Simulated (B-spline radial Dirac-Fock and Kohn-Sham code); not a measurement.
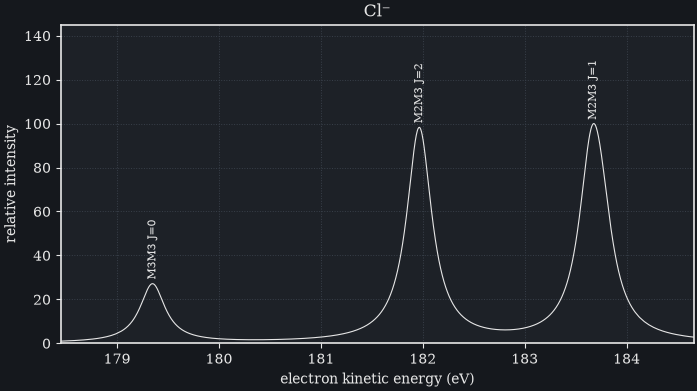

The Auger multiplet of an L2 hole with both final holes in M23, lines labelled by the leading pair of holes and J, broadened by 0.30 eV full width. Kinetic energies count from the vacuum level; very weak lines are left out. Lines are named by their largest jj component, which in light atoms can differ from the customary names. Species: Cl⁻ in the configuration [Ar]. Level of theory: Dirac–Fock ΔSCF energies in intermediate coupling of the two holes, Coulomb rates, valence shells as spectators; calculated with a B-spline radial atomic code.

**Which line is strongest?**

L2-M2M3 J=2 at 182.0 eV, 42 % of the multiplet.

**How wide is the L2 level from this decay?**

0.0937 eV from this multiplet.
